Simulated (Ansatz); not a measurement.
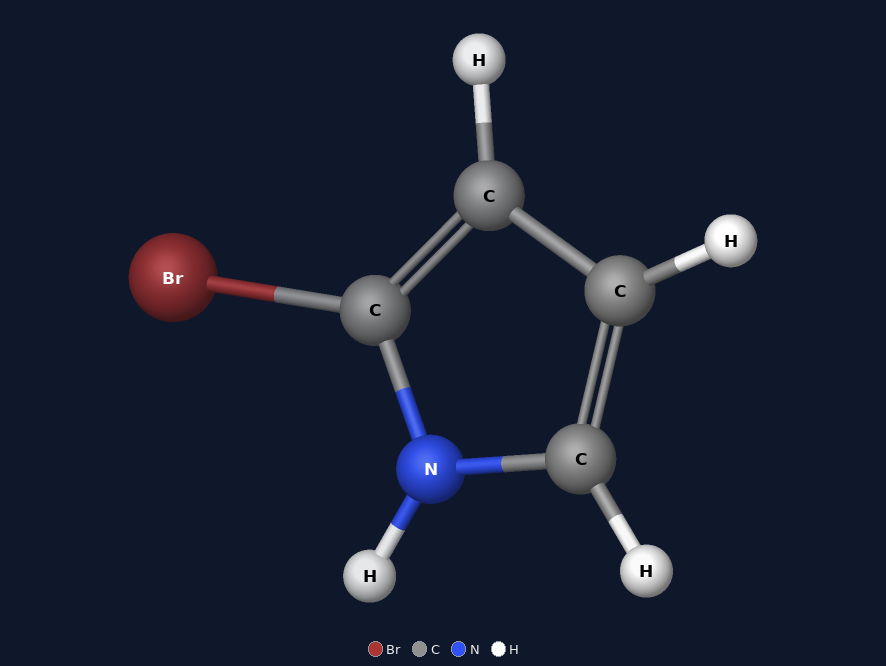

The picture shows a molecular structure as a ball-and-stick model. Multiple sticks mark multiple bonds (one Kekulé form).

What does the picture show?

It has 10 atoms: 4 carbon, 4 hydrogen, 1 bromine and 1 nitrogen (C4H4BrN). Its SMILES string is `Brc1ccc[nH]1`. Independent rings (smallest set): 1 of 5 members, 1 of them aromatic. Among its groups: C–Br bond. The point group is Cs. All atoms lie on one plane. Coordination: 4 C trigonal planar; 1 N trigonal planar.

The parts below concern this one geometry. Atoms keep their numbers from picture to picture. The computed structure is the end point of a PBE0-D4/def2-TZVP optimisation.

**Electronic properties**

Properties computed with RKS PBE0-D4/def2-SVP (Ansatz 0.2.0).

What does the calculation give?

- HOMO energy (Kohn–Sham orbital): −6.10 eV
- LUMO energy (Kohn–Sham orbital): 0.59 eV
- HOMO–LUMO gap: 6.69 eV
- dispersion correction: −22.3 kJ/mol

**Thermal motion**

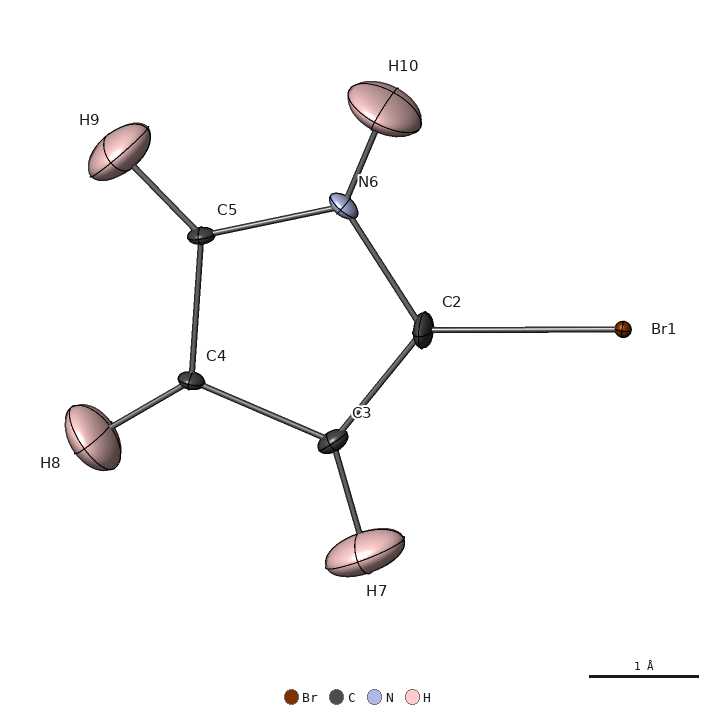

Displacement ellipsoids at the 50 % level, enlarged 1.5 times, from the internal vibrations of the free molecule (harmonic, no overall translation or rotation; no half-axis is drawn under 0.075 Å). Vibrations computed with RKS PBE0-D4/def2-TZVP (Ansatz 0.2.0). Temperature: 600 K.

> Which atom has the largest mean-square displacement?

H10, with U_eq = 0.0297 Å².

> Does H10 move more along its bond or across it?

Across it: the root-mean-square amplitude is 0.077 Å along the bond and up to 0.241 Å across, since bending and torsion are softer than stretching.

Give the displacement parameters, one line for each set of equivalent atoms.

| atom | U_eq (Å²) | rms amplitudes (Å) |
| --- | --- | --- |
| Br1 | 0.00038 | 0.016, 0.017, 0.024 |
| C2 | 0.0067 | 0.038, 0.070, 0.118 |
| C3 | 0.0034 | 0.040, 0.065, 0.067 |
| C4 | 0.0030 | 0.034, 0.053, 0.071 |
| C5 | 0.0029 | 0.033, 0.055, 0.068 |
| N6 | 0.0037 | 0.038, 0.066, 0.073 |
| H7 | 0.0213 | 0.080, 0.166, 0.173 |
| H8 | 0.0236 | 0.082, 0.147, 0.206 |
| H9 | 0.0230 | 0.081, 0.147, 0.202 |
| H10 | 0.0297 | 0.076, 0.158, 0.241 |

**Dipole moment**

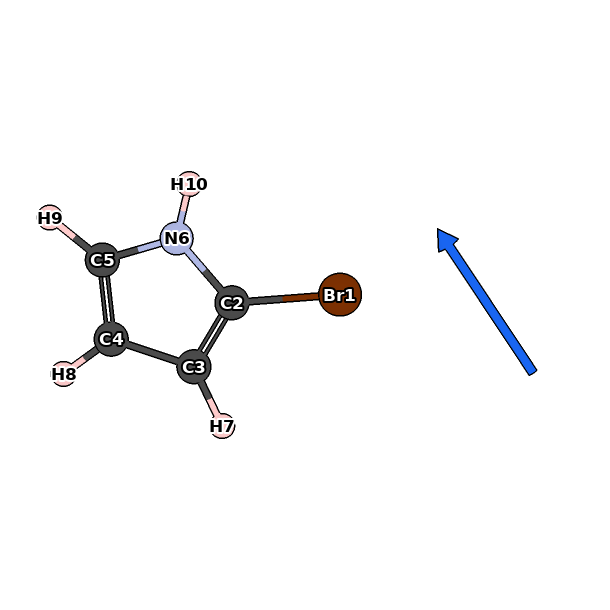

The arrow beside the molecule shows the direction of the dipole moment, from the negative to the positive end (its length means nothing). Properties computed with RKS PBE-D4/def2-TZVPP (Ansatz 0.2.0).

> How large is the dipole moment?

1.75 D; it points from the side of H7 to the side of H9 (the outermost atoms at the two ends).
